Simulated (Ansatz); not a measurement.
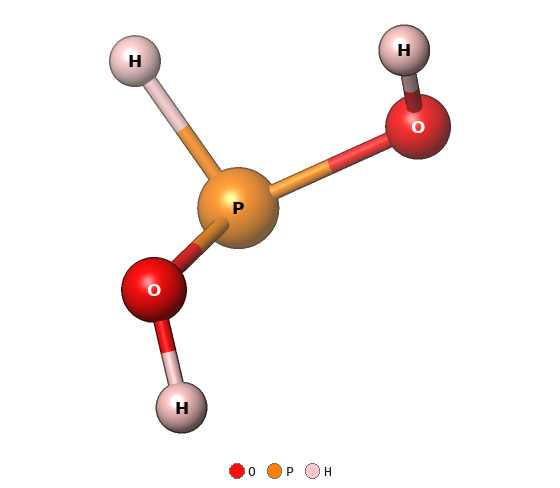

Orthographic view. Atoms fade into the background with distance from the viewer. The geometry was computed by an optimisation with PBE-D4/def2-SVP. No frequency run is at hand to confirm it as a minimum.

Question: Give the standard InChI.

Answer: InChI=1S/H3O2P/c1-3-2/h1-3H
